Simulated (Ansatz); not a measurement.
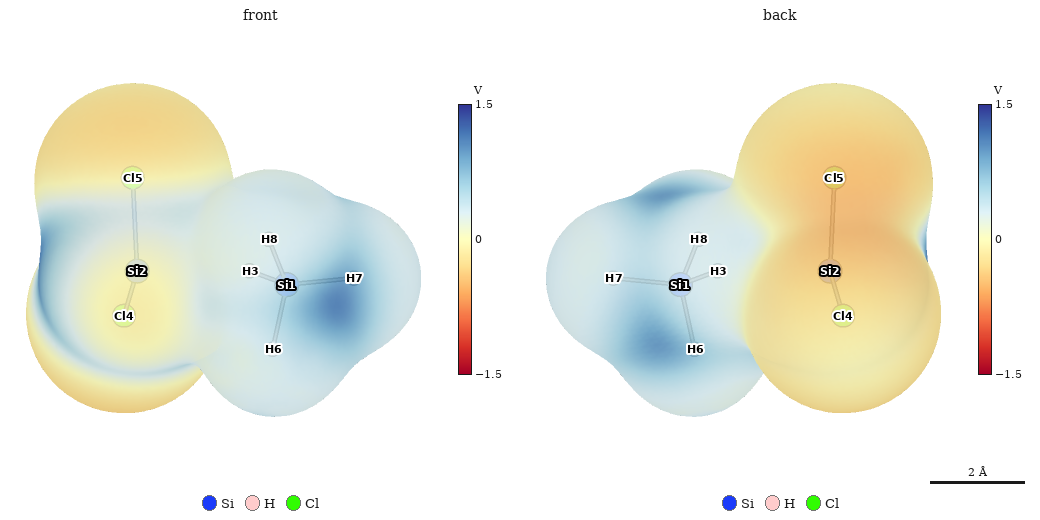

*SiH$_{4}$···Cl$_{2}$Si. The molecular electrostatic potential painted on the density surface at 0.001 e/bohr³, seen from the front and from behind; the colour scale runs from red (negative) to blue (positive).*

The product side of a reaction path; geometry: PBE0-D4/def2-TZVP.

All numbers below come from Ansatz, RKS PBE0-D4/def2-TZVPP.

```json
{"atom": "Si", "x (Å)": "-0.0778", "y (Å)": "-0.5888", "z (Å)": "1.2786"}
{"atom": "Si", "x (Å)": "-0.1532", "y (Å)": "1.3943", "z (Å)": "-1.3673"}
{"atom": "H", "x (Å)": "0.0530", "y (Å)": "-0.7585", "z (Å)": "-0.2042"}
{"atom": "Cl", "x (Å)": "-1.2570", "y (Å)": "0.4075", "z (Å)": "-2.8331"}
{"atom": "Cl", "x (Å)": "1.7870", "y (Å)": "1.1637", "z (Å)": "-2.0919"}
{"atom": "H", "x (Å)": "-1.4520", "y (Å)": "-0.1210", "z (Å)": "1.5767"}
{"atom": "H", "x (Å)": "0.1767", "y (Å)": "-1.9059", "z (Å)": "1.9157"}
{"atom": "H", "x (Å)": "0.9232", "y (Å)": "0.4087", "z (Å)": "1.7256"}
```

Which sites attract a positive test charge, and which a negative one?

A positive charge is drawn to the negative regions and a negative charge to the positive ones. The most negative region (about −0.5 V) lies over Cl4 and Cl5, the most positive (about +1.1 V) over Si1 and Si2.
